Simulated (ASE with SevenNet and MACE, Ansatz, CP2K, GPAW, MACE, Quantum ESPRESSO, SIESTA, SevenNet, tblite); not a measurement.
# Machine-learned potentials runs on amorphous Zn12Cd27Se39 (78 atoms)

Aim: run amorphous Zn12Cd27Se39 (78 atoms) in machine-learned potentials and see how near its forces come to a plane-wave reference, and at what cost.

Calculated with ASE with SevenNet and MACE; the method is named at each step.

### Step 1. The starting structure

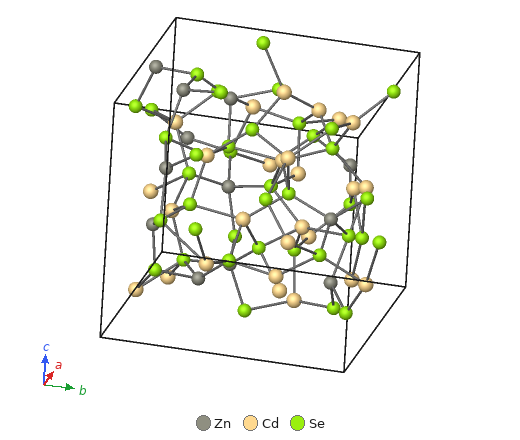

The starting structure, seen from a free direction (zinc grey, cadmium orange, selenium green).

The cell holds 78 atoms: 12 Zn, 27 Cd and 39 Se. Its edges and angles: a = 12.774 Å, b = 12.774 Å, c = 12.774 Å, α = 90.0°, β = 90.0°, γ = 90.0°. 78 atoms (12 Zn, 27 Cd, 39 Se) placed at random at 5.5 g/cm³, melted at 2500 K for 10 ps at fixed volume with the Stillinger-Weber II-VI potential (Zhou et al., Phys. Rev. B 88, 085309 (2013)). Quenched from 2500 K to 100 K at 50 K/ps and fixed volume, held 5 ps. Then every atom was moved at random, 0.02 Å r.m.s. a Cartesian component.

The yardstick, on the same geometry:

| Quantity | Value |
| --- | --- |
| method | Kohn-Sham DFT, PBE, SSSP efficiency 1.3.0 pseudopotentials, plane waves (Quantum ESPRESSO 7.5); sssp-pbe-1.3.0-efficiency, cutoffs 45/360 Ry, Γ point |
| r.m.s. force component | 0.4128 eV/Å |
| longest force | 1.662 eV/Å |
| pressure | 0.6703 GPa |
| time | 28 min on 1 thread of Arm Neoverse V2, shared host |
| CPU time | 28 min |

### Step 2. SevenNet l3i5 potential

Method: machine-learned interatomic potential SevenNet l3i5, trained on PBE(+U) plane-wave data.

Input file run.py:

```python
import numpy as np
from ase.io import read
import mlip  # loads the published weights by name

atoms = read("structure.xyz")
atoms.calc = mlip.calc("7net-l3i5")
energy = atoms.get_potential_energy()
forces = atoms.get_forces()
print(f"energy {energy:.6f} eV")
print("forces (eV/A)")
for i, (a, f) in enumerate(zip(atoms, forces)):
    print(f"{i:4d} {a.symbol:2s} {f[0]:10.5f} {f[1]:10.5f} {f[2]:10.5f}")
stress = -atoms.get_stress(voigt=False) * 160.21766
print("stress (GPa, compression positive)")
for row in stress:
    print(" ".join(f"{x:10.4f}" for x in row))
```

Input file structure.xyz:

```xyz
78
Lattice="12.77450 0.00000 0.00000 0.00000 12.77450 0.00000 0.00000 0.00000 12.77450" Properties=species:S:1:pos:R:3 pbc="T T T"
Zn 9.02378 9.53859 4.57531
Zn 6.84764 4.45511 11.18765
Zn 9.72535 1.31284 10.14334
Zn 6.92020 0.79432 3.75902
Zn 2.48311 5.62410 8.14873
Zn 0.14882 3.88102 11.40265
Zn 10.33904 0.50970 5.53034
Zn 6.50695 0.55710 12.45641
Zn 5.85340 10.45631 2.40620
Zn 5.10814 3.73450 1.90315
Zn 2.67983 5.89007 3.90772
Zn 0.24565 12.40315 11.14115
Cd 7.00681 5.43849 4.69067
Cd 6.71159 9.11128 11.29930
Cd 9.62686 11.41798 1.07715
Cd 4.12348 2.36673 5.76283
Cd 9.98046 10.16735 9.58598
Cd 11.01328 6.66062 6.74698
Cd 9.39079 3.11826 1.04547
Cd 2.54890 1.11189 1.83940
Cd 4.74969 9.05623 5.63202
Cd 3.42344 2.45398 10.84785
Cd 5.23818 7.96733 1.82356
Cd 6.84394 11.77272 7.42646
Cd 7.92773 7.11527 1.50305
Cd 1.47341 12.55721 4.48053
Cd 3.07303 9.06849 9.14769
Cd 0.18945 3.28381 3.71138
Cd 0.77298 1.98810 7.97257
Cd 10.14525 6.45636 10.63004
Cd 7.93105 3.15645 7.50157
Cd 1.75713 9.55354 2.80055
Cd 0.42782 8.18743 10.47726
Cd 11.77592 6.75107 1.88807
Cd 3.31830 10.98390 12.31883
Cd 0.17463 10.48352 6.98944
Cd 3.18954 6.49238 12.37172
Cd 3.70895 11.85908 8.53426
Cd 7.23803 7.25068 8.08013
Se 9.92195 8.86218 2.18482
Se 11.03653 10.90265 5.17687
Se 3.95320 12.38475 5.83156
Se 3.51184 11.23121 1.99257
Se 4.72209 4.26017 12.33442
Se 6.92582 11.00268 4.65682
Se 7.56749 9.73621 8.99785
Se 4.42113 7.38034 7.74007
Se 7.09713 11.05263 0.38809
Se 9.37137 0.60411 3.04697
Se 3.24689 3.35854 8.25539
Se 9.89615 4.97605 8.45991
Se 11.57651 5.50862 4.12361
Se 11.78601 8.67222 8.37535
Se 12.00445 1.84528 1.79699
Se 1.67742 7.02955 1.89995
Se 5.60072 1.34401 1.83838
[... 18 atom lines left out ...]
Se 7.87420 6.69716 11.65213
Se 2.07279 9.33279 5.41192
Se 12.49819 11.33430 2.31793
Se 0.74373 10.28232 12.24270
```

Command:

```console
$ OMP_NUM_THREADS=1 python run.py > output.txt
```

The log of the run:

```text
energy -205.311020 eV
forces (eV/A)
   0 Zn    0.19036   -0.06459   -0.27456
   1 Zn    0.05994    0.14256   -0.42561
   2 Zn   -0.00760   -0.05964    0.06297
   3 Zn    0.71602   -0.18085   -0.08631
   4 Zn   -0.06425    0.41389   -0.51547
   5 Zn   -0.37445   -0.17724    0.06262
   6 Zn   -0.25484   -0.49746   -0.23473
   7 Zn   -0.16524    0.13319   -0.02545
   8 Zn   -0.01236    0.45218    0.20758
   9 Zn    0.30231   -0.16490    0.18135
  10 Zn   -0.69807   -0.13279    0.01967
  11 Zn    0.15434   -0.13173   -0.27737
  12 Cd    0.47874   -0.26288   -0.03424
  13 Cd    0.31776    0.00510    0.69533
  14 Cd    0.35524   -0.11831    0.44598
  15 Cd   -0.21420   -0.43940    0.81274
  16 Cd    0.68337    0.36485    0.19891
  17 Cd    0.44821   -0.46331   -0.61490
  18 Cd    0.86921   -0.22261    0.77820
  19 Cd    0.25599    0.13691   -0.11937
  20 Cd    0.05319    0.46958    0.01141
  21 Cd    0.04178    0.31340   -0.26674
  22 Cd   -0.34672   -0.02812   -0.43822
  23 Cd   -0.36218    0.25902   -0.35451
[...]
70 Se    0.09210    0.25754   -0.14423
  71 Se   -0.14618   -0.69644    0.57374
  72 Se    0.12582   -0.54482   -0.27878
  73 Se   -0.48892    0.04323   -0.29312
  74 Se   -0.74125    0.43183   -0.00443
  75 Se   -0.33008    0.12215    0.21011
  76 Se    0.36878    0.03707    0.37508
  77 Se   -0.21812   -0.51352    0.00394
stress (GPa, compression positive)
    1.3706    -0.4602     0.1390
   -0.4602     0.7076    -0.4976
    0.1390    -0.4976     1.0503
```

Run time: 13 s. Hardware: 1 thread of Arm Neoverse V2, shared host; peak memory 0.99 GiB.

Banners, paths, timers and routine set-up lines are dropped from the logs unmarked, and long logs keep their key lines alone; longer cuts are marked.

Against the reference:

| Item | Value |
| --- | --- |
| r.m.s. force component | 0.4001 eV/Å |
| r.m.s. difference of force components | 96.48 meV/Å |
| longest difference of force vectors | 490 meV/Å |
| force difference over r.m.s. force | 23.37 % |
| slope of forces against the reference's | 0.9426 |
| correlation of force components | 0.9723 |
| pressure | 1.043 GPa |
| pressure difference | 0.3725 GPa |

Length of the force difference by element (eV/Å):

| element | atoms | mean | most |
| --- | --- | --- | --- |
| Cd | 27 | 0.12 | 0.26 |
| Se | 39 | 0.17 | 0.49 |
| Zn | 12 | 0.12 | 0.25 |

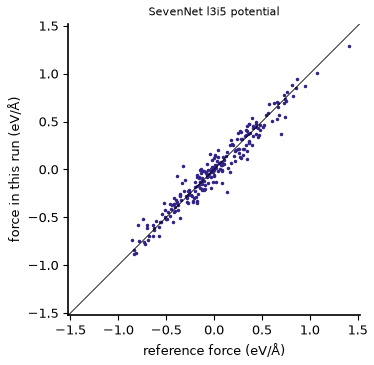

Force components against those of the reference; the line marks equality.

A closer look about Cd19, which has 5 bonded neighbours where the commonest count for Cd is 4: 9 atoms, nearest first, numbered in the order of the input, with positions taken from that point.

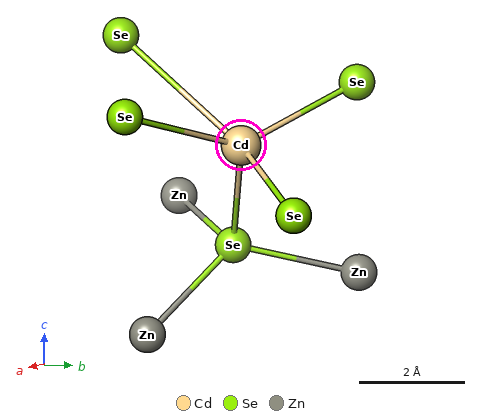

The atoms of the table, within 4.1 Å (arrows a, b, c point along x, y, z); some may hide others; the central atom is ringed.

| atom | x | y | z | distance (Å) | bonds | Fx | Fy | Fz (eV/Å) |
| --- | --- | --- | --- | --- | --- | --- | --- | --- |
| Cd19 | 0.00 | 0.00 | 0.00 | 0.00 | 5 | 0.87 | -0.22 | 0.78 |
| Se66 | -1.33 | -0.75 | -2.07 | 2.58 | 4 | 0.03 | -0.60 | -0.76 |
| Se68 | -1.86 | 1.60 | 1.10 | 2.69 | 4 | -0.36 | -0.52 | 0.59 |
| Se71 | 1.76 | 1.87 | -1.09 | 2.79 | 4 | 0.09 | 0.26 | -0.14 |
| Se54 | 2.61 | -1.27 | 0.75 | 3.00 | 2 | -0.58 | -0.23 | -0.58 |
| Se49 | -0.02 | -2.51 | 2.00 | 3.21 | 4 | -0.08 | 0.54 | 0.13 |
| Zn2 | -2.54 | 1.34 | -2.63 | 3.90 | 4 | 0.06 | 0.14 | -0.43 |
| Zn8 | -2.88 | -2.56 | -1.36 | 4.09 | 4 | -0.17 | 0.13 | -0.03 |
| Zn3 | 0.33 | -1.81 | -3.68 | 4.11 | 4 | -0.01 | -0.06 | 0.06 |

Atoms are counted from 1 here, from 0 in the log.

Forces lie 23 % from the reference's, at 0.0042 times its CPU time.

### Step 3. MACE MPA-0 medium potential

Method: machine-learned interatomic potential MACE MPA-0 medium, trained on PBE(+U) plane-wave data.

Edit run.py of step 2 so:

```diff
@@ -5,3 +5,3 @@
 atoms = read("structure.xyz")
-atoms.calc = mlip.calc("7net-l3i5")
+atoms.calc = mlip.calc("mace-mpa-0-medium")
 energy = atoms.get_potential_energy()
```

structure.xyz is that of step 2.

The log of the run:

```text
energy -205.251715 eV
forces (eV/A)
   0 Zn    0.13741   -0.05388   -0.35648
   1 Zn    0.11067    0.11178   -0.49680
   2 Zn    0.06052   -0.04309    0.07933
   3 Zn    0.75791   -0.15204   -0.13377
   4 Zn   -0.04095    0.37049   -0.59486
   5 Zn   -0.42281   -0.19516    0.05025
   6 Zn   -0.18775   -0.43102   -0.20277
   7 Zn   -0.11375    0.16482   -0.03346
   8 Zn    0.01920    0.37010    0.10916
   9 Zn    0.43668   -0.16056    0.13125
  10 Zn   -0.57512   -0.13582    0.07029
  11 Zn    0.06699   -0.15023   -0.40542
  12 Cd    0.46119   -0.25813   -0.06613
  13 Cd    0.31301   -0.03578    0.78028
  14 Cd    0.53208   -0.12971    0.54268
  15 Cd   -0.24136   -0.35657    0.76613
  16 Cd    0.68048    0.24062    0.26628
  17 Cd    0.47936   -0.51701   -0.61199
  18 Cd    0.80968   -0.23703    0.76088
  19 Cd    0.08230    0.04926    0.00294
  20 Cd   -0.04529    0.39220    0.01318
  21 Cd   -0.04124    0.28072   -0.32353
  22 Cd   -0.22606    0.04994   -0.44560
  23 Cd   -0.40414    0.26390   -0.26331
[...]
70 Se    0.15352    0.33088   -0.23759
  71 Se   -0.16966   -0.62698    0.59690
  72 Se    0.05544   -0.57979   -0.21817
  73 Se   -0.54537    0.06761   -0.21182
  74 Se   -0.72462    0.50792   -0.02280
  75 Se   -0.19638    0.15586    0.19263
  76 Se    0.35513   -0.03371    0.53855
  77 Se   -0.16521   -0.50182   -0.05755
stress (GPa, compression positive)
    1.5876    -0.5341     0.1275
   -0.5341     1.0654    -0.4822
    0.1275    -0.4822     1.4228
```

The job ended after 7.3 s (1 thread; peak memory 0.86 GiB).

Compared with the plane-wave run:

| Property | Result |
| --- | --- |
| r.m.s. force component | 0.4033 eV/Å |
| r.m.s. difference of force components | 82.36 meV/Å |
| longest difference of force vectors | 485.8 meV/Å |
| force difference over r.m.s. force | 19.95 % |
| slope of forces against the reference's | 0.9575 |
| correlation of force components | 0.9799 |
| pressure | 1.359 GPa |
| pressure difference | 0.6883 GPa |

Against the first run (23 %), the force difference from the reference is 20 %, at 0.83 times the CPU time.

### Step 4. SevenNet 0 potential

Method: machine-learned interatomic potential SevenNet 0, trained on PBE(+U) plane-wave data.

Edit run.py of step 3 so:

```diff
@@ -5,3 +5,3 @@
 atoms = read("structure.xyz")
-atoms.calc = mlip.calc("mace-mpa-0-medium")
+atoms.calc = mlip.calc("7net-0")
 energy = atoms.get_potential_energy()
```

structure.xyz is that of step 3.

The log of the run:

```text
energy -205.642960 eV
forces (eV/A)
   0 Zn    0.19503   -0.05428   -0.23845
   1 Zn    0.02881    0.16896   -0.45999
   2 Zn    0.04264   -0.05901    0.07255
   3 Zn    0.77232   -0.25307   -0.10779
   4 Zn   -0.07173    0.51236   -0.59254
   5 Zn   -0.37542   -0.17987    0.09724
   6 Zn   -0.22960   -0.51958   -0.21745
   7 Zn   -0.12574    0.12874   -0.03895
   8 Zn   -0.03015    0.47891    0.24562
   9 Zn    0.29362   -0.14651    0.13566
  10 Zn   -0.60204   -0.09192    0.06233
  11 Zn    0.15284   -0.12003   -0.28215
  12 Cd    0.40150   -0.31724   -0.09491
  13 Cd    0.34901   -0.03408    0.74056
  14 Cd    0.45276   -0.13037    0.47904
  15 Cd   -0.30266   -0.47295    0.84727
  16 Cd    0.70279    0.25277    0.17605
  17 Cd    0.42875   -0.54369   -0.48344
  18 Cd    0.89449   -0.21038    0.78420
  19 Cd    0.24379    0.04921    0.03716
  20 Cd    0.00593    0.49037    0.00829
  21 Cd   -0.04274    0.25611   -0.21941
  22 Cd   -0.14901    0.12263   -0.35667
  23 Cd   -0.38636    0.15867   -0.28176
[...]
70 Se    0.10980    0.23170   -0.06548
  71 Se   -0.16445   -0.71545    0.56049
  72 Se    0.09284   -0.58646   -0.23478
  73 Se   -0.42480    0.14738   -0.24827
  74 Se   -0.75395    0.33273    0.05501
  75 Se   -0.33678    0.05082    0.18633
  76 Se    0.42935    0.03192    0.41925
  77 Se   -0.14744   -0.38177   -0.05707
stress (GPa, compression positive)
    1.3198    -0.4204     0.1859
   -0.4204     0.8208    -0.4379
    0.1859    -0.4379     1.1164
```

The job ended after 5.6 s (1 thread; peak memory 0.78 GiB).

Against the reference:

* r.m.s. force component: 0.3946 eV/Å
* r.m.s. difference of force components: 100.9 meV/Å
* longest difference of force vectors: 484.9 meV/Å
* force difference over r.m.s. force: 24.45 %
* slope of forces against the reference's: 0.9272
* correlation of force components: 0.9698
* pressure: 1.086 GPa
* pressure difference: 0.4154 GPa

Against the first run (23 %), the force difference from the reference is 24 %, at 0.77 times the CPU time.

### Step 5. The ladder

Differences are against the plane-wave reference, forces as r.m.s. over components; share is that over the reference's r.m.s. force, slope the least-squares factor from reference forces to these. Total energies of different programs have different zeros and aren't compared.

| run | Δ force, r.m.s. (meV/Å) | share (%) | slope | Δ pressure (GPa) | cores | CPU time | memory (GiB) |
| --- | --- | --- | --- | --- | --- | --- | --- |
| reference | - | - | - | - | 1 | 28 min | 4.9 |
| SevenNet l3i5 potential | 96.5 | 23.4 | 0.943 | 0.372 | 1 | 7.2 s | 0.99 |
| MACE MPA-0 medium potential | 82.4 | 20.0 | 0.958 | 0.688 | 1 | 6 s | 0.86 |
| SevenNet 0 potential | 101 | 24.4 | 0.927 | 0.415 | 1 | 5.6 s | 0.78 |

Times of the machine-learned potentials are mostly Python's start and the loading of weights.

CPU time is summed over cores on a shared host, where runs went side by side, so it is rough. Symmetry, cutoffs, thresholds, outputs and thread counts weren't matched or tuned between programs; memory under MPI is the largest rank's times the ranks.

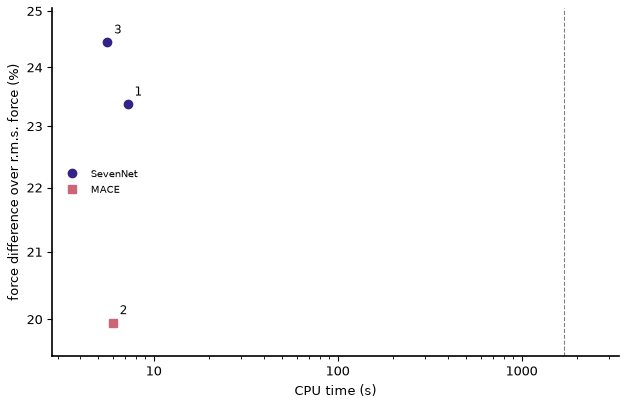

Force difference against CPU time; the dashed line marks the reference's time. Points: 1 SevenNet l3i5 potential; 2 MACE MPA-0 medium potential; 3 SevenNet 0 potential.

### Step 6. Outcome

```
nearest in forces : MACE MPA-0 medium potential, 20 %
its CPU time      : 6 s
```

What this shows: Machine-learned potentials differ by 20 % (MACE MPA-0 medium potential) to 24 % (SevenNet 0 potential); they were trained on other programs' data. The reference's pressure holds the uncorrected Pulay stress of its 45 Ry basis, so small pressure differences, and their order, may be the reference's own error. Machine-learned potentials mimic data converged in k, so the reference's own k-point error enters their differences. The quench rate of 50 K/ps is many orders above laboratory rates, so the cell is likely richer in defects and strain than a real sample. The network of bonds at the start is that of the classical potential that made the cell, and needn't be the one that DFT or experiment would give. The electronic-structure runs sample only Γ, in a cell whose shortest periodic width is 13 Å, which is coarse for a cell with partly filled levels.

[Also dropped from logs without a mark: logging warnings of Python, and SIESTA's first energy breakdown and zero terms.]

[Logs are printed without paths, hosts, clocks, repeated set-up lines and the standing remarks that a program may print on its own settings, such as how far it seeks lower states.]

[Hosts, paths, dates, database ids (printed as entryN), source tags and the programs' standing remarks are cut or masked in the printed files.]
